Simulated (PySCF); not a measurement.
**Excited-state calculation of C3H5F3Si**

C3H5F3Si, SMILES C=C([SiH3])C(F)(F)F, computed with TDDFT B3LYP/def2-SVPD, vertical, gas phase, core orbitals frozen in the response (PySCF 2.14.0).

The geometry comes from this level: PBE0-D3(BJ)/def2-SVP.

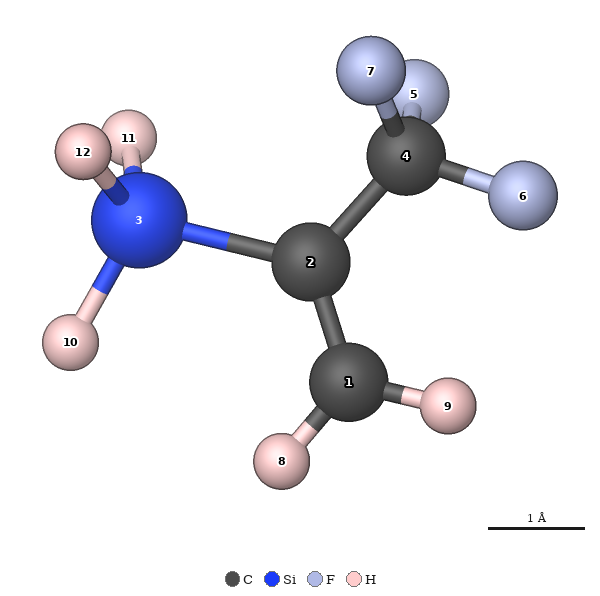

Fig. 1: The structure as given in the input (ball-and-stick view, seen at a tilt; atoms are numbered from 1 in the order of the input).

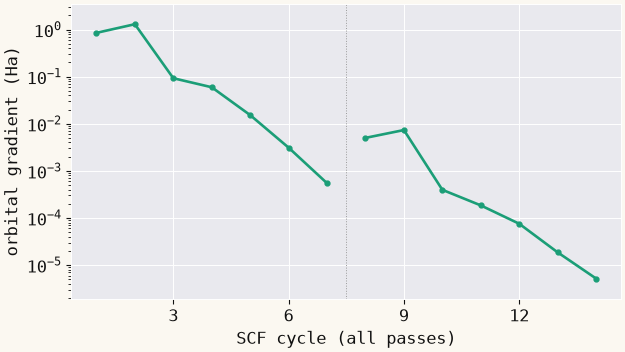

Fig. 2: Convergence of the self-consistent field: orbital gradient against the SCF cycle. The dotted line marks the change from a coarse to the final integration grid. The first 7 cycles use a coarse grid, the final grid takes over at cycle 8, and the field converges after 14 cycles in all.

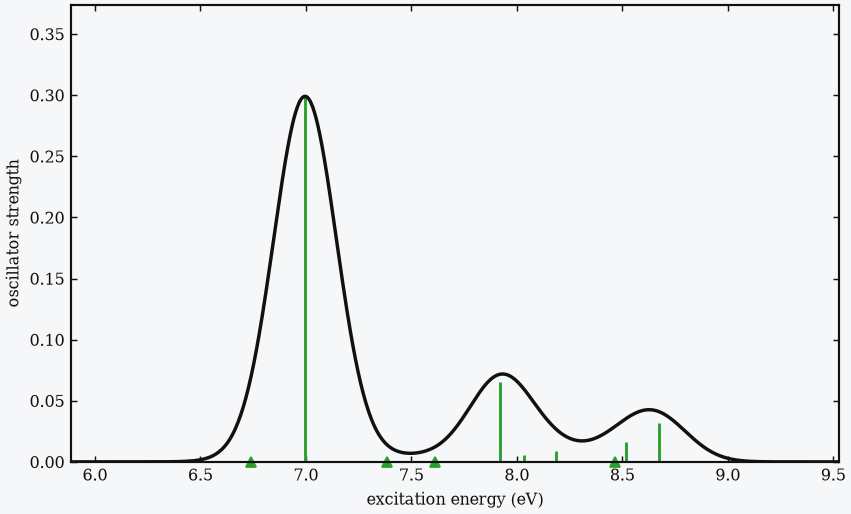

Fig. 3: Computed excitations as sticks (degenerate states added up, dark ones marked on the axis), with a Gaussian envelope of 0.35 eV full width at half maximum, scaled to the tallest. Of the 10 states the lowest lies at 6.74 eV (f = 0.002); the strongest line is at 7.00 eV, or 177 nm (f = 0.299).

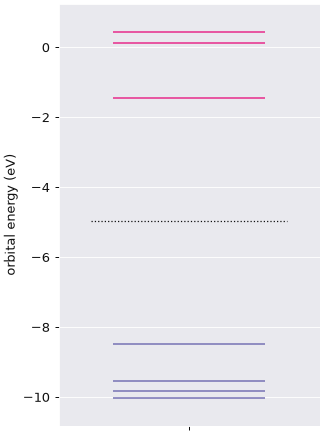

Fig. 4: Orbital energies near the frontier; the dotted line parts filled from empty levels, and levels within 0.02 eV of each other stand side by side. Highest filled −8.47 eV, lowest empty −1.45 eV, 7.02 eV apart.

The input and output of the run follow.

### Input
```
{"job": {"kind": "uv", "xc": "B3LYP", "basis": "def2-SVPD", "ip": true}, "charge": 0, "multiplicity": 1}
C     -0.637356     1.468144    -0.213568
C     -0.185918     0.224863    -0.017989
Si     1.631119    -0.224585    -0.267187
C     -1.136303    -0.853496     0.417091
F     -1.214034    -1.817849    -0.508042
F     -2.376462    -0.411476     0.636222
F     -0.711269    -1.433410     1.548143
H      0.030201     2.270635    -0.539225
H     -1.688966     1.726596    -0.055460
H      2.293179     0.971405    -0.864832
H      1.762076    -1.395828    -1.180710
H      2.273751    -0.557260     1.037578
```

The first line tells a small driver script what to run in PySCF; the rest is the geometry in Å.

Launched with:
```bash
OMP_NUM_THREADS=1 python <driver script> task.json out
```

### The program's output
```
coarse grid: 11240 points
cycle   1  E = -705.7501602952  dE =  8.020e-01  |g| = 8.498e-01  |ddm| = 4.553e+00
cycle   2  E = -705.6048388165  dE =  1.453e-01  |g| = 1.297e+00  |ddm| = 2.214e+00
cycle   3  E = -705.8765383999  dE = -2.717e-01  |g| = 9.257e-02  |ddm| = 1.339e+00
cycle   4  E = -705.8777458664  dE = -1.207e-03  |g| = 5.953e-02  |ddm| = 1.970e-01
cycle   5  E = -705.8786021443  dE = -8.563e-04  |g| = 1.526e-02  |ddm| = 8.165e-02
cycle   6  E = -705.8786571677  dE = -5.502e-05  |g| = 3.110e-03  |ddm| = 2.347e-02
cycle   7  E = -705.8786598673  dE = -2.700e-06  |g| = 5.467e-04  |ddm| = 5.835e-03
final grid: 107224 points
cycle   8  E = -705.9725766098  dE = -2.839e-05  |g| = 5.012e-03  |ddm| = 8.417e-02
cycle   9  E = -705.9725716435  dE =  4.966e-06  |g| = 7.348e-03  |ddm| = 1.180e-02
cycle  10  E = -705.9725814396  dE = -9.796e-06  |g| = 3.958e-04  |ddm| = 6.522e-03
cycle  11  E = -705.9725814664  dE = -2.687e-08  |g| = 1.848e-04  |ddm| = 6.683e-04
cycle  12  E = -705.9725814738  dE = -7.363e-09  |g| = 7.536e-05  |ddm| = 3.577e-04
cycle  13  E = -705.9725814753  dE = -1.536e-09  |g| = 1.862e-05  |ddm| = 1.303e-04
cycle  14  E = -705.9725814754  dE = -7.367e-11  |g| = 5.177e-06  |ddm| = 2.944e-05
converged SCF energy = -705.9725814754

Static polarisability (au): isotropic 66.970, principal 54.825 67.991 78.095

Singlet excitations
state   eV       nm        f      main configurations
  1   6.7403    183.9   0.00230   H-1->L 0.96
  2   6.9960    177.2   0.29906   H->L 0.87, H-3->L 0.09
  3   7.3861    167.9   0.00300   H-2->L 0.98
  4   7.6101    162.9   0.00343   H->L+1 0.94
  5   7.9185    156.6   0.06516   H-3->L 0.85
  6   8.0327    154.3   0.00600   H->L+2 0.88
  7   8.1854    151.5   0.00879   H->L+3 0.93
  8   8.4646    146.5   0.00017   H-4->L 0.93
  9   8.5156    145.6   0.01627   H->L+4 0.93
 10   8.6738    142.9   0.03184   H->L+5 0.94

Triplet excitations (Tamm-Dancoff, eV): 4.2821 6.2019 7.2611 7.2850
Vertical ionisation energy (delta-SCF) = 10.7459 eV
Vertical electron affinity (delta-SCF) = -0.6779 eV
```

### Results in brief

```tsv
quantity	value
outcome	converged
total energy	−705.972581 hartree
HOMO	−8.47 eV
LUMO	−1.45 eV
dipole moment	2.32 D
mean polarisability	66.97 a.u.
vertical ionisation energy	10.75 eV
vertical electron affinity	−0.68 eV
lowest singlet excitation	6.74 eV
hardware	1 CPU thread, shared host
wall time	2 min
peak memory	0.85 GiB
```
